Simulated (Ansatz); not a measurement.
# SrLiBr3 (built on the sites of a database entry of BaLiF3): a soft mode frozen in

Wanted: the energy along a soft mode of SrLiBr3 (built on the sites of a database entry of BaLiF3) and the structure at the end.

Calculated with Ansatz 0.2.0; DFT LDA, scalar-relativistic, plane waves, norm-conserving pseudopotentials.

The structure was built from a prototype and need not be the compound's stable phase.

## (1) Starting point

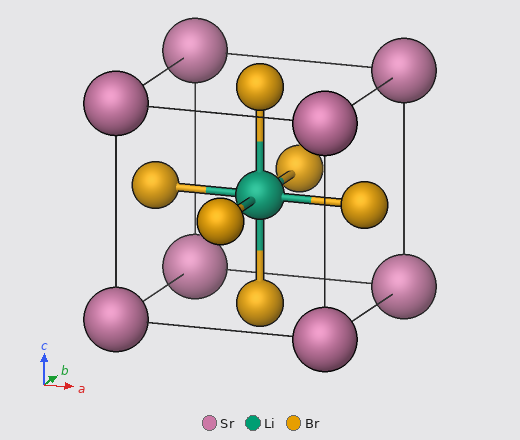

The starting structure, seen slightly off an axis (strontium pink, lithium teal, bromine orange). Some periodic images of atoms are drawn too.

## (2) The dispersion

The cell comes from relaxations at this level that are not shown. Stability and thermal properties need the whole zone. Linear response on a 2×2×2 q mesh gives force constants as far as a supercell of that size would, and the tensors from the zone-centre run are typed in so that the long-range dipole term is interpolated apart.

Contents of input.yaml:

```yaml
crystal:
  lattice:
    - [4.9372379283, 0.0, 0.0]
    - [0.0, 4.9372379283, 0.0]
    - [0.0, 0.0, 4.9372379283]
  atoms:
    - { symbol: Sr, position: [0.0, 0.0, 0.0] }
    - { symbol: Li, position: [0.5, 0.5, 0.5] }
    - { symbol: Br, position: [0.0, 0.5, 0.5] }
    - { symbol: Br, position: [0.5, 0.5, 0.0] }
    - { symbol: Br, position: [0.5, 0.0, 0.5] }
kpoints:
  mp_grid: { grid: [4, 4, 4] }
hamiltonian:
  xc: lda
  pseudopotentials: { kind: nc }
scf:
  occupations: { method: fixed }
output:
  eigenvalues: true
phonons:
  method: dfpt
  qmesh: [2, 2, 2]
  temperatures: { t_max: 1000, t_step: 50 }
  qpath:
    path:
      - [[0.0, 0.0, 0.0], [0.0, 0.5, 0.0], [0.5, 0.5, 0.0], [0.0, 0.0, 0.0], [0.5, 0.5, 0.5], [0.0, 0.5, 0.0]]
      - [[0.5, 0.5, 0.5], [0.5, 0.5, 0.0]]
    npoints: 10
  non_analytic_term:
    high_frequency_dielectric_tensor: [[4.1627, 0.0, 0.0], [0.0, 4.1627, 0.0], [0.0, 0.0, 4.1627]]
    born_effective_charges:
      - { species: Sr, tensor: [[2.9488, 0.0, 0.0], [0.0, 2.9488, 0.0], [0.0, 0.0, 2.9488]] }
      - { species: Li, tensor: [[1.13, 0.0, 0.0], [0.0, 1.13, 0.0], [0.0, 0.0, 1.13]] }
      - { species: Br, tensor: [[-1.2182, 0.0, 0.0], [0.0, -1.4303, 0.0], [0.0, 0.0, -1.4303]] }
      - { species: Br, tensor: [[-1.4303, 0.0, 0.0], [0.0, -1.4303, 0.0], [0.0, 0.0, -1.2182]] }
      - { species: Br, tensor: [[-1.4303, 0.0, 0.0], [0.0, -1.2182, 0.0], [0.0, 0.0, -1.4303]] }
    source: "zone-centre run at this cell"
```

Launch:

```bash
> ansatz run input.yaml --threads 8 --pin off --max-ram 14336MiB --backend cpu --events-out ev --progress --plain --runs-dir out
```

The program printed:

```text
Engine: ansatz 0.2.0, x86_64-unknown-linux-gnu
Pseudopotentials: kind: nc
Pseudopotential: Sr, nc, valence charge 10, recommended cutoff 925.187132 eV (normal), Sr.nc.azcp (PseudoDojo's, or run here from an input of PseudoDojo's: the run reads no file of this project's for it)
Pseudopotential: Li, nc, valence charge 3, recommended cutoff 1006.821291 eV (normal), Li.nc.azcp (PseudoDojo's, or run here from an input of PseudoDojo's: the run reads no file of this project's for it)
Pseudopotential: Br, nc, valence charge 7, recommended cutoff 598.650497 eV (normal), Br.nc.azcp (PseudoDojo's, or run here from an input of PseudoDojo's: the run reads no file of this project's for it)
Functional definition: SPW92
  exchange = slater_x
  correlation = pw_c
Crystal: 5 atoms, lattice volume = 120.352 Å³
Basis set: ecut = 1006.821291 eV, 8733 PW (Γ), exchange–correlation on 108×108×108 points (8 copies of the dense FFT grid, shifted against one another)
Bands: 22, of which v1, the nominal top of the filled ones, is band 17 counted from 1 (16 counted from 0)
Symmetry: 48 space group operations
k-points: 10 of 64
Non-local potential: Sr, projectors of the file, l = 0: 2, l = 1: 2, l = 2: 2
Non-local potential: Li, projectors of the file, l = 0: 2, l = 1: 2
Non-local potential: Br, projectors of the file, l = 0: 2, l = 1: 2, l = 2: 2
Initial density: superposition of atomic densities (chi_scale 0.1, normalization cell, long waves kept (reshape's long-wave potential 0.00 eV rms))
Initial wavefunctions: pseudopotential atomic-orbital guess
Functional: x = slater, c = lda
SCF iter   1: F=—  HF=-2424.343760 eV  |F-HF|=—  |Δ(HF+E_count)|=         —  Δρ=3.19e-2  dr2=2.03e0  ethr=3.10e-3  ⟨swp⟩=6.1  Hψ=1079  notcnv=0  defer=25
preconditioner: auto → Resta (q_TF=auto, 2.210 Å⁻¹)  ε∞=4.7  [insulator: Δε(μ)=1.912 eV  Ē_g=8.667 eV  n_scr=26 (ndim 8)  ℏωp=16.6 eV  f_vac=0.000  ε∞_Penn≈4.7]
SCF iter   2: F=—  HF=-2423.618799 eV  |F-HF|=—  |Δ(HF+E_count)|=   7.25e-1  Δρ=1.50e-2  dr2=4.96e-1  ethr=3.10e-3  ⟨swp⟩=3.9  Hψ=516  notcnv=0  defer=16
SCF iter   3: F=—  HF=-2423.379161 eV  |F-HF|=—  |Δ(HF+E_count)|=   2.40e-1  Δρ=3.52e-3  dr2=2.02e-2  ethr=1.46e-3  ⟨swp⟩=3.9  Hψ=463  notcnv=0  defer=25
SCF iter   4: F=—  HF=-2423.373768 eV  |F-HF|=—  |Δ(HF+E_count)|=   5.39e-3  Δρ=7.82e-4  dr2=7.68e-4  ethr=5.94e-5  ⟨swp⟩=3.4  Hψ=419  notcnv=0  defer=27
SCF iter   5: F=—  HF=-2423.373767 eV  |F-HF|=—  |Δ(HF+E_count)|=   1.25e-6  Δρ=1.18e-4  dr2=1.91e-5  ethr=2.26e-6  ⟨swp⟩=2.3  Hψ=413  notcnv=0  defer=28
SCF iter   6: F=—  HF=-2423.373766 eV  |F-HF|=—  |Δ(HF+E_count)|=   1.38e-7  Δρ=2.97e-5  dr2=8.36e-7  ethr=5.61e-8  ⟨swp⟩=2.5  Hψ=364  notcnv=0  defer=27
SCF iter   7: F=—  HF=-2423.373875 eV  |F-HF|=—  |Δ(HF+E_count)|=   1.08e-4  Δρ=7.54e-6  dr2=5.39e-8  ethr=2.46e-9  ⟨swp⟩=2.1  Hψ=383  notcnv=0  defer=25
SCF iter   8: F=—  HF=-2423.373875 eV  |F-HF|=—  |Δ(HF+E_count)|=   1.62e-8  Δρ=7.29e-7  dr2=8.22e-10  ethr=1.58e-10  ⟨swp⟩=2.7  Hψ=382  notcnv=0  defer=25
SCF iter   9: F=—  HF=-2423.373875 eV  |F-HF|=—  |Δ(HF+E_count)|=  1.41e-11  Δρ=1.04e-7  dr2=3.66e-11  ethr=2.42e-12  ⟨swp⟩=2.4  Hψ=382  notcnv=0  defer=25
SCF iter  10: F=-2423.373875 eV  HF=-2423.373875 eV  |F-HF|=1.36e-12  |Δ(HF+E_count)|=  9.09e-12  Δρ=3.41e-8  dr2=9.65e-13  ethr=1.00e-12  ⟨swp⟩=16.4  Hψ=1812  notcnv=0
SCF 1 converged in 10 iterations: F = -2423.373875 eV  dr2 = 9.65e-13
NSCF: frozen V_eff on 10 k-points
NSCF: frozen V_eff on 27 k-points
DFPT response loops at q = (0, 0, 0) (fractional): preconditioner auto → none (the input reference at scf.mixing.eps_inf says where Resta's filter doesn't serve); β = 0.50; Broyden in place of MSR1
NSCF: frozen V_eff on 54 k-points
DFPT response loops at q = (0, 0, -0.5) (fractional): preconditioner auto → Resta (q_TF=auto, 2.210 Å⁻¹)  ε∞=4.7 (no band partly filled); β = 1.00, the filter's whole step (`scf.mixing.beta` (0.50) is not read by the response loops at its default; to damp them type it under 1.00, their step now; it binds the ground state too); Broyden in place of MSR1
NSCF: frozen V_eff on 54 k-points
DFPT response loops at q = (0, -0.5, -0.5) (fractional): mixed as the last ones told, above
NSCF: frozen V_eff on 54 k-points
DFPT response loops at q = (-0.5, -0.5, -0.5) (fractional): mixed as the last ones told, above
SCF converged after 10 iterations
Free energy (F): -2423.373875 eV
Harris-Foulkes:  -2423.373875 eV  (|F-HF|=1.36e-12)
Internal energy: -2423.373875 eV  (E = F + TS)
E sigma→0 (E₀):  -2423.373875 eV
Fermi energy:    4.958752 eV
--- Per-component energies (eV) ---
  E_band       = -204.050510
  E_kinetic    = 749.889122
  E_local      = -1230.295958  (includes V_loc(G=0)·N_el)
  E_nonlocal   = 207.380848
  E_hartree    = 299.099833
  E_xc         = -695.919431
  E_vxc        = -529.224171  (∫ρ·V_xc dr)
  E_ewald      = -1753.528289
  E_smearing   = -0.000000  (= −TS)
  E_closure    = 0.000000  (closes the sum)
  Σ components = -2423.373875   (vs F -2423.373875, Δ=0.00e0)
--- Band table (eV; the first three rows and the last of 10) ---
  k-point 0: bands = [... 13 lower, 3.7603, 4.6848, 4.6848, 4.6848, 7.6421, 8.3017, 8.3017, 9.2727, ... 1 higher]
  k-point 1: bands = [... 13 lower, 3.4849, 3.9047, 4.4547, 4.4547, 8.6905, 8.8423, 9.2228, 9.4316, ... 1 higher]
  k-point 2: bands = [... 13 lower, 3.1598, 3.1598, 4.2688, 4.2688, 9.5314, 9.6239, 10.2341, 10.2524, ... 1 higher]
  k-point 9: bands = [... 13 lower, 4.7518, 4.9588, 4.9588, 4.9588, 8.3306, 9.4614, 9.4614, 9.4614, ... 1 higher]
--- Phonons (Γ-DFPT): 4 representative perturbations + reference (Σ response iterations 12) ---
  ASR residual: 7.859e-5 → 0.000e0 eV/Å²; symmetrization residual: 1.593e-7 eV/Å²
  ASR residual per site (eV/Å²): 7.86e-5 1.46e-5 6.40e-6 6.40e-6 6.40e-6
  Γ frequencies (cm⁻¹): -58.40 -58.40 -58.40 0.00 0.00 0.00 29.72 29.72 29.72 121.02 121.02 121.02 346.62 346.62 346.62
--- Phonons (arbitrary-q DFPT): 4 irreducible q on the 2×2×2 mesh ---
  q = [0.0000, 0.0000, 0.0000] (star 1, of the zone-centre solve; hermiticity 4.93e-8, symmetrization 7.18e-15): -58.40 -58.40 -58.40 0.00 0.00 0.00 29.72 29.72 29.72 121.02 121.02 121.02 346.62 346.62 346.62
  q = [0.0000, 0.0000, -0.5000] (star 3, 9 solved perturbations in 216 linear systems a pass and spin channel, the states on 27 of 64 k-point pairs; hermiticity 1.65e-7, symmetrization 1.56e-13, the responses' own estimated error 2.4e-5 eV/Å²): -47.98 -47.98 18.61 18.61 50.81 65.17 65.17 94.28 95.56 117.28 117.28 160.73 348.54 348.54 365.97
  q = [0.0000, -0.5000, -0.5000] (star 3, 9 solved perturbations in 216 linear systems a pass and spin channel, the states on 27 of 64 k-point pairs; hermiticity 1.22e-7, symmetrization 9.89e-14, the responses' own estimated error 2.8e-5 eV/Å²): -82.03 -39.05 -39.05 -34.63 63.75 63.75 84.72 84.72 113.09 116.20 131.51 173.97 350.66 372.27 372.27
  q = [-0.5000, -0.5000, -0.5000] (star 1, 4 solved perturbations in 81 linear systems a pass and spin channel, the states on 27 of 64 k-point pairs; hermiticity 5.24e-8, symmetrization 4.03e-13, the responses' own estimated error 2.8e-5 eV/Å²): -84.89 -84.89 -84.89 -46.19 -46.19 -46.19 111.46 111.46 111.46 129.48 129.48 187.75 380.04 380.04 380.04
  sum rule: each row above includes the acoustic sum rule's correction from the zone centre's row sums; it moved no ω² by more than (0.76 cm⁻¹)²
  mesh force constants: q→R imaginary residual 5.92e-18; ASR residual 7.859e-5 → 0.000e0 eV/Å²; symmetrization residual 7.994e-15 eV/Å²
  interpolated dispersion: 63 rows × 15 modes
  density of states and harmonic sums: on the 14×14×14 q-mesh, interpolated from the force constants of a 2×2×2 supercell (with the dipole–dipole term of supplied tensors)
  largest difference from the sums on the solved wave vectors: F 1.10e-2 eV, S 1.26e-5 and C_V 9.17e-7 eV/K
  zero-point energy: 0.114681 eV/cell   skipped modes (ω ≤ 0): 451, of them read as no rigid motion or as one in doubt: 448 (3.750e0 modes/cell left out, lowest -84.89 cm⁻¹)   left out of the sums: 2.50e-1 of the cell's modes: C_V's classical limit lies that fraction below 3 k_B per atom; for a crystal, a wire or a layer, F and S can be off by more, and a phonons.interpolated_qmesh denser along its periods is the remedy for the sampling
```

Run time: 52 s. Hardware: 8 threads of Intel Xeon Platinum 8488C (Sapphire Rapids), shared host; peak memory 1.4 GiB.

A gap read on the k-mesh alone can miss the band edges.

Numbers from this step:

| Quantity | Value |
| --- | --- |
| gap on the k-mesh | 2.683 eV |
| volume per atom | 24.07 Å³ |
| sum-rule residual before enforcement | 7.86e-5 eV/Å² |
| lowest frequency on the path | -84.89 cm⁻¹ |
| point group | m-3m |
| highest frequency on the path or at a solved wavevector | 380.0 cm⁻¹ |
| highest optical mode at the zone centre (no LO-TO term) | 346.6 cm⁻¹ |
| lowest optical zone-centre mode | -58.4 cm⁻¹ |
| lowest mode on the q mesh (acoustic modes at Γ apart) | -84.89 cm⁻¹ |

Frequencies (cm⁻¹) solved at each irreducible wavevector; negative means imaginary. Frequencies by wavevector, by row:

| q in reciprocal lattice units | star | mode 1 | mode 2 | mode 3 | mode 4 | mode 13 | mode 14 | mode 15 |
| --- | --- | --- | --- | --- | --- | --- | --- | --- |
| 0 0 0 | 1 | -58.4 | -58.4 | -58.4 | 0 | 346.6 | 346.6 | 346.6 |
| 0 0 -0.5 | 3 | -48 | -48 | 18.6 | 18.6 | 348.5 | 348.5 | 366 |
| 0 -0.5 -0.5 | 3 | -82 | -39 | -39 | -34.6 | 350.7 | 372.3 | 372.3 |
| -0.5 -0.5 -0.5 | 1 | -84.9 | -84.9 | -84.9 | -46.2 | 380 | 380 | 380 |

Interpolated from a 2×2×2 q mesh, with the LO-TO term (at Γ the limit along the path; where Γ stands inside the path, tables give the limit on arrival). The phonon branches at the labelled points (cm⁻¹):

| point | branch 1 | branch 2 | branch 3 | branch 4 | branch 12 | branch 13 | branch 14 | branch 15 |
| --- | --- | --- | --- | --- | --- | --- | --- | --- |
| Γ | -58 | -58 | 0 | 0 | 133 | 347 | 347 | 376 |
| X | -48 | -48 | 19 | 19 | 161 | 348 | 348 | 366 |
| M | -82 | -39 | -39 | -35 | 174 | 351 | 372 | 372 |
| Γ | -58 | -58 | 0 | 0 | 133 | 347 | 347 | 376 |
| R | -85 | -85 | -85 | -46 | 188 | 380 | 380 | 380 |
| X | -48 | -48 | 19 | 19 | 161 | 348 | 348 | 366 |
| jump to R | -85 | -85 | -85 | -46 | 188 | 380 | 380 | 380 |
| M | -82 | -39 | -39 | -35 | 174 | 351 | 372 | 372 |

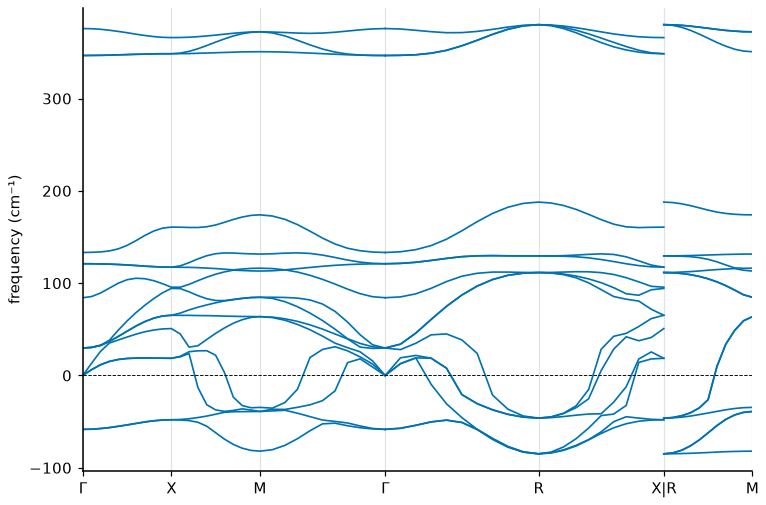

Phonon branches along the path.

Symmetry leaves 4 wavevectors to solve. The lowest mode among them, the acoustic zeros apart, lies at q = (-0.5, -0.5, -0.5) and is imaginary, 84.9i cm⁻¹, so the energy falls along it.

## (3) The mode frozen in, largest atomic shift 0 Å

The mode followed lies at q = (-0.5, -0.5, -0.5) with frequency 84.9i cm⁻¹ and is 3-fold degenerate, the softest among the wavevectors solved. At small amplitude the distorted cell has space group no. 167 by a symmetry search on the positions. The undistorted cell that holds it gives the zero of energy on the same k mesh.

System of this step: SrLiBr3 (built on the sites of a database entry of BaLiF3). Symmetry: Pm-3m, No. 221, cubic system. Conventional cell: a = 4.937 Å, b = 4.937 Å, c = 4.937 Å, α = 90.00°, β = 90.00°, γ = 90.00°. Sr has 12 Br at 3.49 Å nearest. Li has 6 Br at 2.47 Å nearest. Nearest to Br lie 2 Li at 2.47 Å and 4 Sr at 3.49 Å. Farther neighbours and most contacts between anions are not listed.

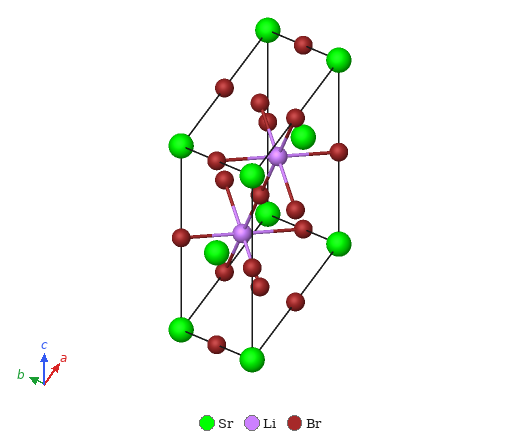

The cell of this step (strontium green, lithium purple, bromine red). Some periodic images of atoms are drawn too.

Contents of input.yaml:

```yaml
crystal:
  lattice:
    - [4.9372379283, 4.9372379283, 0.0]
    - [4.9372379283, 0.0, 4.9372379283]
    - [4.9372379283, 0.0, -4.9372379283]
  atoms:
    - { symbol: Sr, position: [0.0, 0.0, 0.0] }
    - { symbol: Sr, position: [0.0, 0.5, 0.5] }
    - { symbol: Li, position: [0.5, 0.25, 0.75] }
    - { symbol: Li, position: [0.5, 0.75, 0.25] }
    - { symbol: Br, position: [0.5, 0.0, 0.5] }
    - { symbol: Br, position: [0.5, 0.5, 0.0] }
    - { symbol: Br, position: [0.5, 0.0, 0.0] }
    - { symbol: Br, position: [0.5, 0.5, 0.5] }
    - { symbol: Br, position: [0.0, 0.5, 0.0] }
    - { symbol: Br, position: [0.0, 0.0, 0.5] }
kpoints:
  mp_grid: { grid: [4, 4, 4] }
hamiltonian:
  xc: lda
  pseudopotentials: { kind: nc }
scf:
  occupations: { method: gaussian, width: 0.02 }
output:
  forces: true
  stress: true
  eigenvalues: true
```

The program printed:

```text
[...]
Crystal: 10 atoms, lattice volume = 240.703 Å³
Basis set: ecut = 1006.821291 eV, 17477 PW (Γ)
Bands: 44, of which v1, the nominal top of the filled ones, is band 34 counted from 1 (33 counted from 0)
Symmetry: 96 space group operations
[...]
k-points: 8 of 64
[...]
k-point 0: bands = [... 30 lower, 4.7516, 4.9587, 4.9587, 4.9587, 7.6421, 8.3017, 8.3018, 8.3306, ... 4 higher]
  k-point 1: bands = [... 30 lower, 4.6366, 4.7484, 4.7833, 4.7833, 8.4097, 8.7745, 8.7745, 8.8556, ... 4 higher]
  k-point 2: bands = [... 30 lower, 4.6574, 4.6574, 4.6574, 4.6574, 9.0979, 9.0979, 9.4974, 9.4974, ... 4 higher]
  k-point 7: bands = [... 30 lower, 4.2955, 4.2955, 4.4088, 4.4088, 10.0367, 10.0367, 10.1802, 10.1802, ... 4 higher]
[key lines of the parts left out:]
SCF converged after 7 iterations
Free energy (F): -4846.748227 eV
Fermi energy:    6.300470 eV
P = ⅓ Tr σ = -0.0013 GPa (-0.013 kbar)
```

Wall time 1.8 s (8 threads); peak memory 1.7 GiB.

This step gave:

```yaml
pressure: -0.001265 GPa
energy_from_the_undistorted_cell: 0 meV/atom
```

At this level the gap is 2.68 eV on the k-mesh of the self-consistent run, which can miss the band edges.

## (4) The mode frozen in, largest atomic shift 0.6 Å

The atoms are moved along the unstable eigenvector, the largest shift by 0.6 Å, with the cell fixed.

input.yaml, the sections that differ from step 3:

```yaml
crystal:
  lattice:
    - [4.9372379283, 4.9372379283, 0.0]
    - [4.9372379283, 0.0, 4.9372379283]
    - [4.9372379283, 0.0, -4.9372379283]
  atoms:
    - { symbol: Sr, position: [0.0, 0.0, 0.0] }
    - { symbol: Sr, position: [0.0, 0.5, 0.5] }
    - { symbol: Li, position: [0.5, 0.25, 0.75] }
    - { symbol: Li, position: [0.5, 0.75, 0.25] }
    - { symbol: Br, position: [0.585931461, -0.085931461, 0.5] }
    - { symbol: Br, position: [0.414068539, 0.585931461, 0.0] }
    - { symbol: Br, position: [0.585931461, 0.0, 0.0] }
    - { symbol: Br, position: [0.414068539, 0.5, 0.5] }
    - { symbol: Br, position: [0.0, 0.414068539, 0.0] }
    - { symbol: Br, position: [0.0, 0.085931461, 0.5] }
# kpoints, hamiltonian, scf, output: as in step 3
```

The program printed:

```text
[...]
Crystal: 10 atoms, lattice volume = 240.703 Å³
Basis set: ecut = 1006.821291 eV, 17477 PW (Γ)
Bands: 44, of which v1, the nominal top of the filled ones, is band 34 counted from 1 (33 counted from 0)
Symmetry: 12 space group operations
[...]
k-points: 13 of 64
[...]
k-point 0: bands = [... 30 lower, 4.1453, 4.2636, 4.2636, 4.5733, 8.2716, 9.3141, 9.3141, 9.4284, ... 4 higher]
  k-point 1: bands = [... 30 lower, 3.9617, 3.9617, 4.1038, 4.1038, 9.1906, 9.4799, 9.4799, 9.6456, ... 4 higher]
  k-point 2: bands = [... 30 lower, 3.9586, 3.9586, 3.9586, 3.9586, 9.9168, 9.9168, 9.9168, 9.9168, ... 4 higher]
  k-point 12: bands = [... 30 lower, 3.8486, 3.8486, 4.0637, 4.0637, 9.8303, 9.8303, 10.0928, 10.0928, ... 4 higher]
[key lines of the parts left out:]
SCF converged after 7 iterations
Free energy (F): -4847.700461 eV
Fermi energy:    6.422494 eV
P = ⅓ Tr σ = 1.6056 GPa (16.056 kbar)
```

The job ended after 3.1 s (8 threads; peak memory 2 GiB; 23 s of CPU time).

Numbers from this step:

```yaml
pressure: 1.606 GPa
gap_on_the_k_mesh: 3.698 eV
energy_from_the_undistorted_cell: -95.22 meV/atom
```

The energy, extrapolated to zero smearing, is -95.22 meV/atom against the undistorted cell.

The run ends at a pressure of 1.61 GPa, with forces up to 0.100 eV/Å.

## (5) Energy along the mode, all amplitudes (two of the runs are shown above)

An imaginary frequency means negative curvature, so the energy should fall and then rise again as anharmonic terms take over.

This step gave:

```
depth at the lowest point sampled  : 95.22 meV/atom
largest atomic shift at that point : 0.6 Å
```

Energy from the parent against largest atomic shift:

| largest atomic shift (Å) | energy from the parent (meV/atom) |
| --- | --- |
| 0.000 | 0 |
| 0.040 | -1.01 |
| 0.080 | -4.01 |
| 0.140 | -11.9 |
| 0.220 | -27.7 |
| 0.320 | -52.4 |
| 0.450 | -82.8 |
| 0.600 | -95.2 |

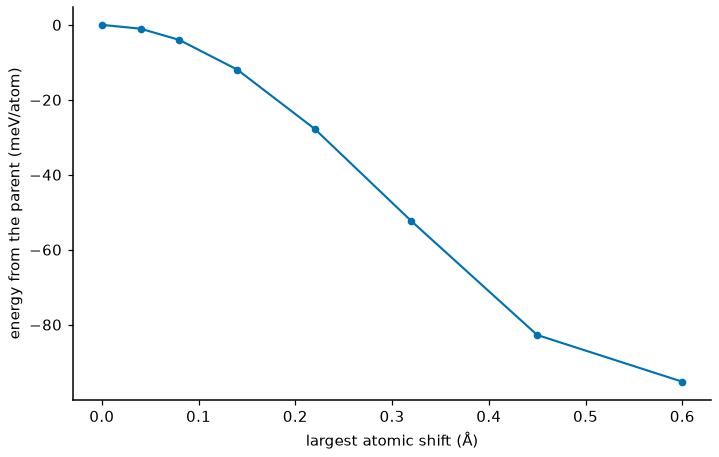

Energy from the parent against largest atomic shift.

Displacement at unit largest shift by atom:

| atom | x (Å) | y (Å) | z (Å) | size |
| --- | --- | --- | --- | --- |
| Sr1 | 0.000 | 0.000 | 0.000 | 0.000 |
| Sr2 | 0.000 | 0.000 | 0.000 | 0.000 |
| Li3 | 0.000 | 0.000 | 0.000 | 0.000 |
| Li4 | 0.000 | 0.000 | 0.000 | 0.000 |
| Br5 | 0.000 | 0.707 | -0.707 | 1.000 |
| Br6 | 0.000 | -0.707 | 0.707 | 1.000 |
| Br7 | 0.707 | 0.707 | 0.000 | 1.000 |
| Br8 | -0.707 | -0.707 | 0.000 | 1.000 |
| Br9 | -0.707 | 0.000 | -0.707 | 1.000 |
| Br10 | 0.707 | 0.000 | 0.707 | 1.000 |

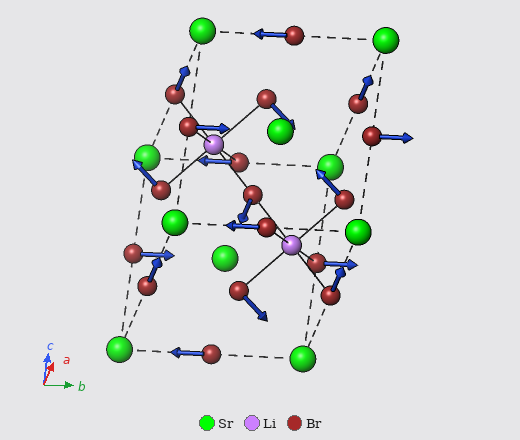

Displacement at unit largest shift as arrows, the longest 1.000 Å. Some periodic images of atoms are drawn too.

The lowest of the steps tried is the last one, at 0.6 Å, 95.2 meV/atom below the parent; the bottom of the well need not coincide with a step.

(Continued in part 2 of 2.)

[Logs are printed without paths, hosts, clocks, repeated set-up lines and the standing remarks that a program may print on its own settings, such as how far it seeks lower states.]

[Hosts, paths, dates, database ids (printed as entryN), source tags and the programs' standing remarks are cut or masked in the printed files.]
